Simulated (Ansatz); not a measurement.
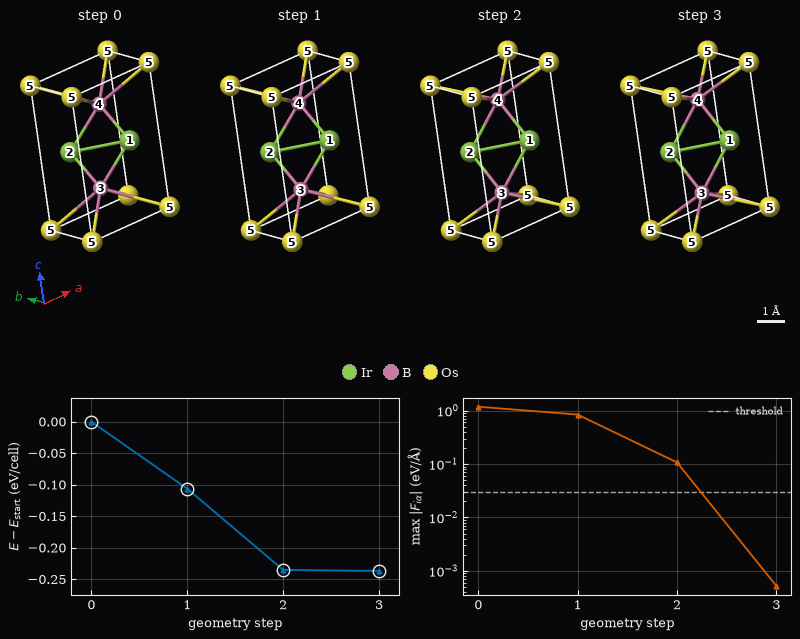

Frames of a relaxation of solid B2Ir2Os (a generated structure, set up in I4/mmm), marked on the history of the run. A ball-and-stick model of the cell of the calculation, seen slightly off an axis.

The start is a swapped structure.

The calculation used Ansatz, DFT, PAW plane waves, r2SCAN. Set-up: plane-wave cutoff 500 eV; k-point mesh 6 × 6 × 6; occupations fermi dirac; smearing width 0.0128 eV; no spin polarisation; atoms relaxed in a fixed cell; force threshold 0.03 eV/Å; at most 40 steps.

> What happens along the run?

The largest moves, 0.20 Å, are those of B3 and B4. B4 goes along [−1 −1 2]. Ir and Os stay in place. The cell stays as it was. Near-neighbour distances that change, for instance: B3–B4 2.501 → 2.106 Å, Ir1–B3 2.131 → 2.253 Å, B3–Os5 2.742 → 2.658 Å. The space group stays I4/mmm (No. 139). The energy falls by 0.237 eV per cell of the calculation in 3 geometry steps. The largest force component goes from 1.2 to 0.00052 eV/Å. From step 0 to 1: B atoms move most (0.05 Å), energy −0.106 eV per cell of the calculation. From step 1 to 2: B atoms move most (0.13 Å), energy −0.129 eV per cell of the calculation. From step 2 to 3: B atoms move most (0.02 Å), energy −1.7 meV per cell of the calculation.
